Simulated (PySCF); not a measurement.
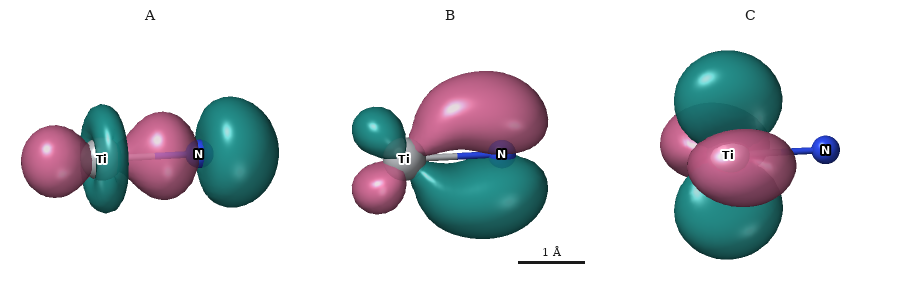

TiN (doublet). Three frontier β-spin orbitals, each drawn at the value that holds 80 % of its norm (teal and pink are the two phases), in no order; of a degenerate pair one member is drawn.

These are results of PBE0/def2-TZVPPD, non-relativistic Hamiltonian with scalar-relativistic core potentials where named, at a bond length of 1.541 Å (PySCF), not measurements.

> Label each orbital by symmetry, say whether it is occupied, and order them by energy.

Orbital B: π, occupied in this spin, −7.99 eV; bonding, with no node between the atoms.
Orbital A: σ, occupied in this spin, −7.43 eV; shared between the atoms (Ti 40 %, N 60 %).
Orbital C: δ, empty in this spin, −2.08 eV; almost wholly on Ti.
